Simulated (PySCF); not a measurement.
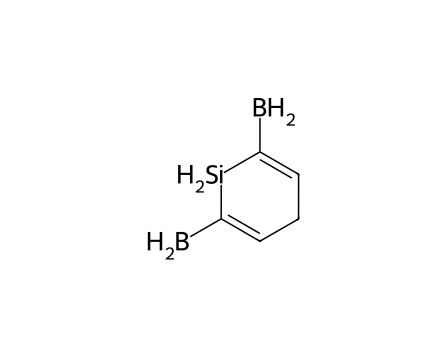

2D structure.

**Write the SMILES.**

BC1=CCC=C(B)[SiH2]1

**What is the molecular formula?**

C5H10B2Si.

More results for the same structure follow; atom numbers are the same in all pictures, views and colours differ. The computed structure is the end point of a GFN2-xTB optimisation. No frequency run is at hand to confirm it as a minimum.

**Shape**

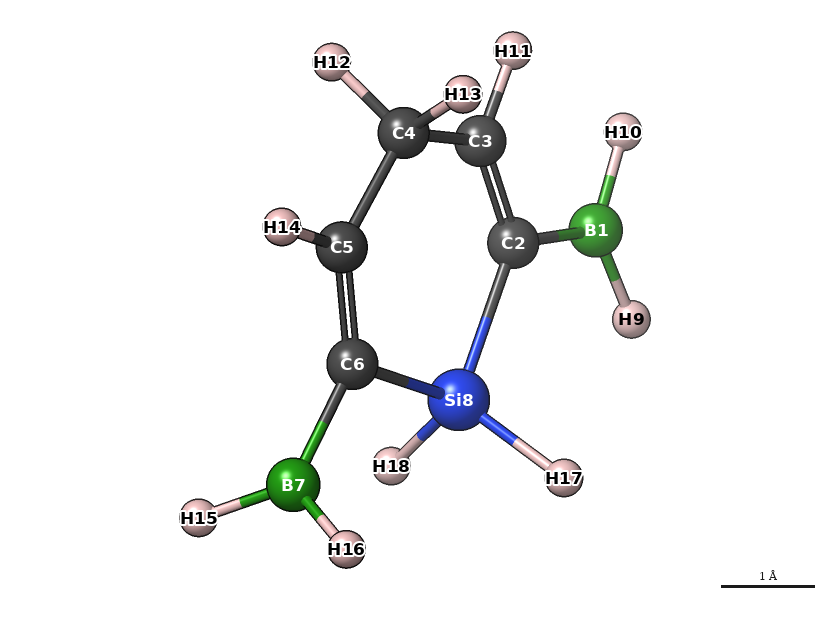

Numbered structure. No frequency run is at hand to confirm it as a minimum.

**What is the geometry at B1?**

B1 has 3 neighbours (C2 at 1.54, H9 at 1.17, H10 at 1.17 Å); the arrangement is trigonal planar.

**Describe the coordination of atom 8.**

Si8 has 4 neighbours (C2 at 1.88, C6 at 1.90, H17 at 1.47, H18 at 1.47 Å); the arrangement is tetrahedral.

**What is the geometry at C2?**

C2 has 3 neighbours (B1 at 1.54, C3 at 1.35, Si8 at 1.88 Å); the arrangement is trigonal planar.

**What is the geometry at C3?**

C3 has 3 neighbours (C2 at 1.35, C4 at 1.49, H11 at 1.09 Å); the arrangement is trigonal planar.

**What is the dihedral angle C3–C4–C5–C6?**

6° in size, that is syn (eclipsed).

**Dipole moment**

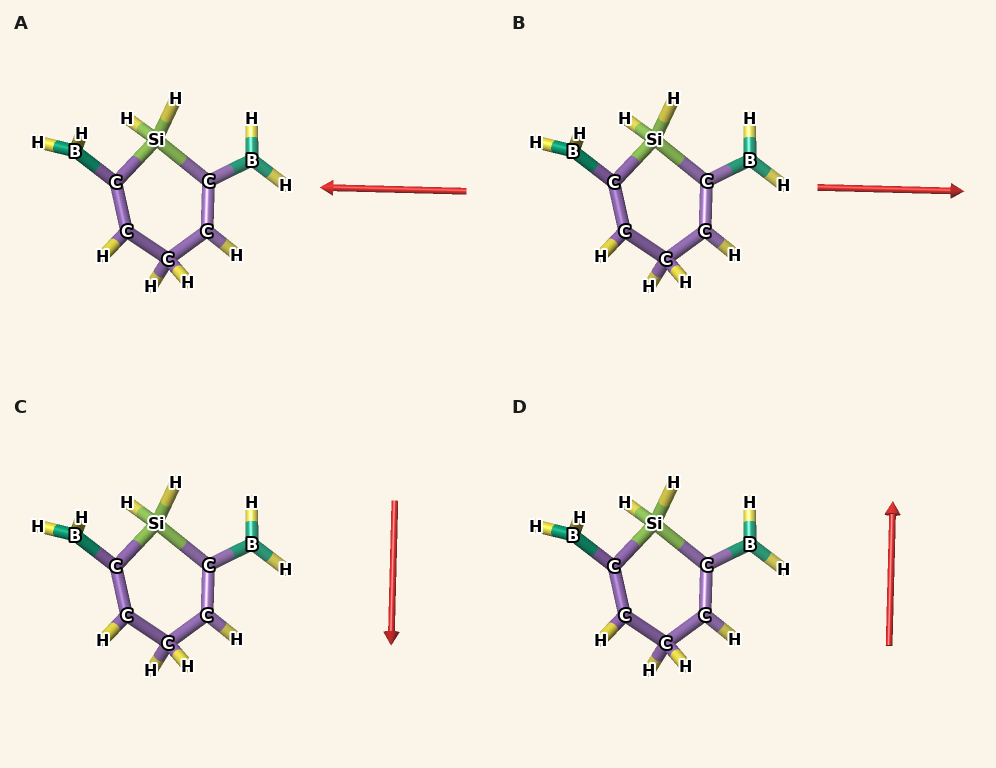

The same molecule four times, each with an arrow. No frequency run is at hand to confirm it as a minimum. Properties computed with ωB97X-D/def2-SVPD, gas phase (PySCF 2.14.0).

**Which arrow points along the dipole moment, from the negative to the positive end?**

C. The dipole moment is 2.27 D.

**Polarisability**

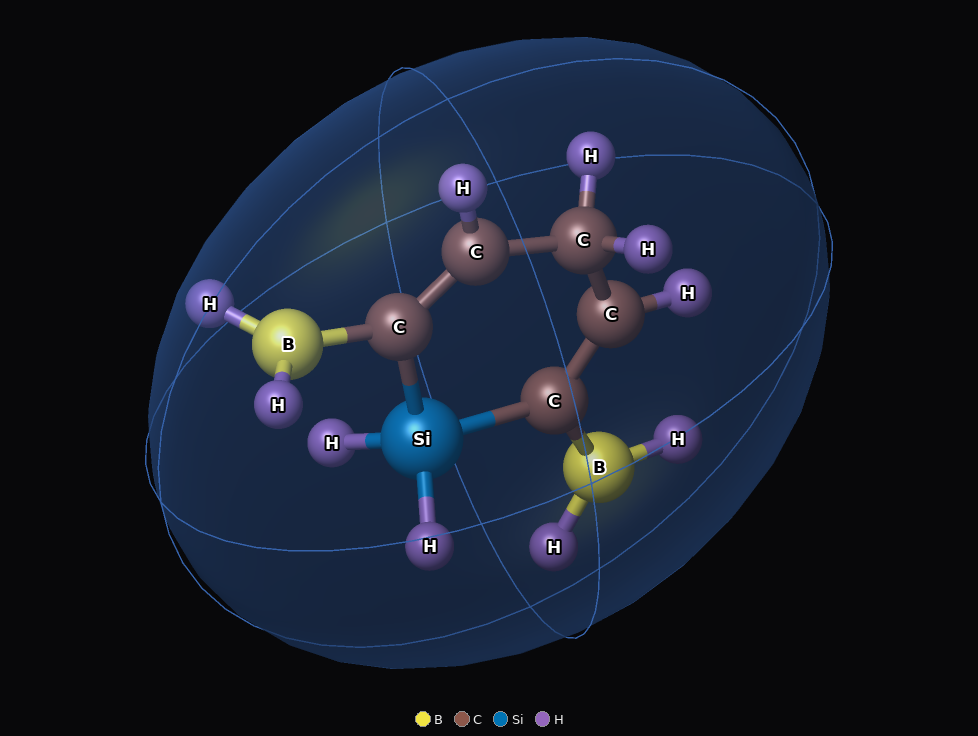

The ellipsoid shows the static dipole polarisability: its half-axes are proportional to the principal values. No frequency run is at hand to confirm it as a minimum. Computed with ωB97X-D/def2-SVPD (PySCF 2.14.0).

**Give the principal values, the mean and the anisotropy.**

Principal values 77.6, 126.3, 130.4 bohr³; mean 111.4 bohr³ (16.51 Å³); anisotropy 50.8 bohr³, so the longest axis is 1.68 times the shortest.

**Excitation**

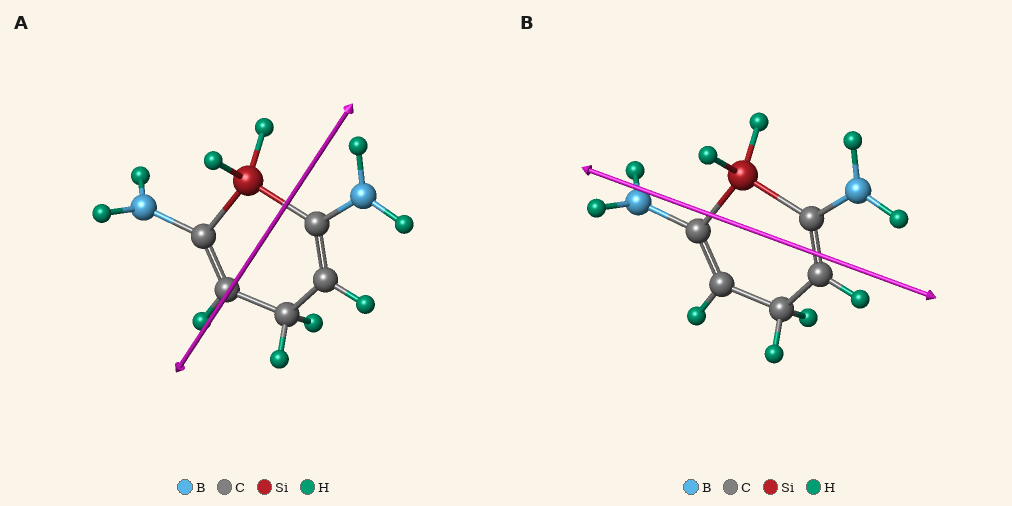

The double arrows show the directions of two transition dipoles from the ground state (lengths mean nothing). No frequency run is at hand to confirm it as a minimum. Properties computed with TDDFT ωB97X-D/def2-SVPD, vertical, gas phase, core orbitals frozen in the response (PySCF 2.14.0).

**One belongs to singlet state 3 and one to singlet state 4. Which is which?**

A: state 3, 5.10 eV (243 nm), oscillator strength 0.049, mainly HOMO → LUMO (weight 0.84).
B: state 4, 5.35 eV (232 nm), oscillator strength 0.082, mainly HOMO−1 → LUMO+1 (weight 0.78).

The geometry is semi-empirical. Around B, Si such bond lengths and angles can be off by a tenth of an ångström or more and by several degrees, and values that hang on the shape move with them.
